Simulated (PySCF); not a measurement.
SMILES [SiH2](F)S[SiH2]F at its CAM-B3LYP/def2-SVP optimised geometry (Å):

```
9

Si    -0.7878    -0.4302     0.0000
F     -1.3468     1.0884     0.0000
S      1.3468    -0.4302     0.0000
Si     1.7140     0.0144     2.0560
F      1.6733    -1.3372     2.9447
H     -1.3172    -1.0866     1.2163
H     -1.2144    -1.0884    -1.2523
H      0.6678     0.9169     2.5863
H      3.0756     0.5818     2.1381
```

Level of theory: CAM-B3LYP/def2-TZVP run with PySCF.

Map of the log10 of the electron density (e/bohr³), floored at −4 on the plane z = 1.5 Å:

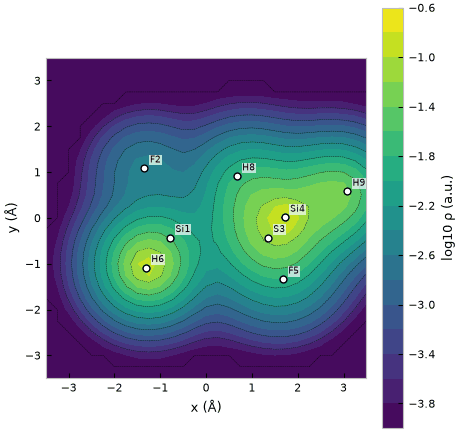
Fig. 1. Log10 of the electron density (e/bohr³), floored at −4 on the plane z = 1.5 Å.
